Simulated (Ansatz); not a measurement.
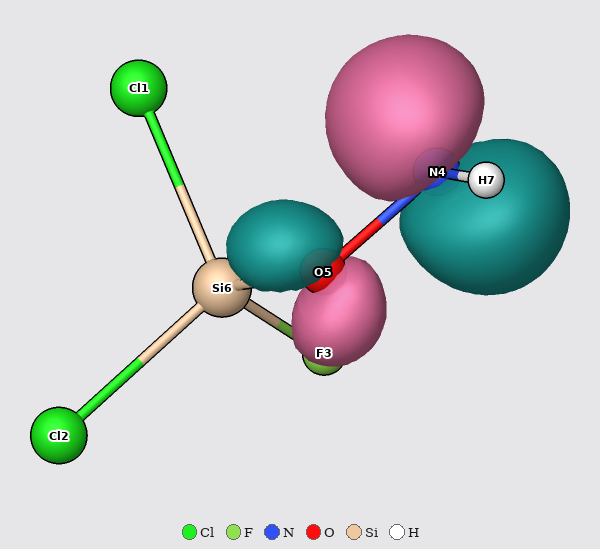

Figure. Cl₂FHNOSi (SMILES [NH]O[Si](F)(Cl)Cl) (doublet). One frontier orbital at ±0.2 Å⁻³ᐟ² (teal and pink are the two phases), seen at an oblique angle.

Geometry: PBE0-D3(BJ)/def2-SVP.

These are results of isolated molecule in a Gaussian basis; Kohn-Sham density functional theory, functional PBE0 (Ansatz), not measurements.

```yaml
atoms:
  - { symbol: Cl, position_ang: [-2.2251, 0.0326, 2.5637] }
  - { symbol: Cl, position_ang: [0.2135, -2.2658, 2.5972] }
  - { symbol: F, position_ang: [-1.0917, -1.2292, 0.1444] }
  - { symbol: N, position_ang: [0.1884, 1.5438, 0.7966] }
  - { symbol: O, position_ang: [0.5914, 0.4082, 1.4258] }
  - { symbol: Si, position_ang: [-0.6265, -0.7289, 1.5907] }
  - { symbol: H, position_ang: [1.0637, 2.0896, 0.7715] }
```

Q: Which orbital is it: HOMO (β) or LUMO (β)?

A: The LUMO (β), at −2.59 eV. Its weight (Hirshfeld) is mainly on N4 (about 70 %), O5 (about 15 %) and H7 (about 5 %).
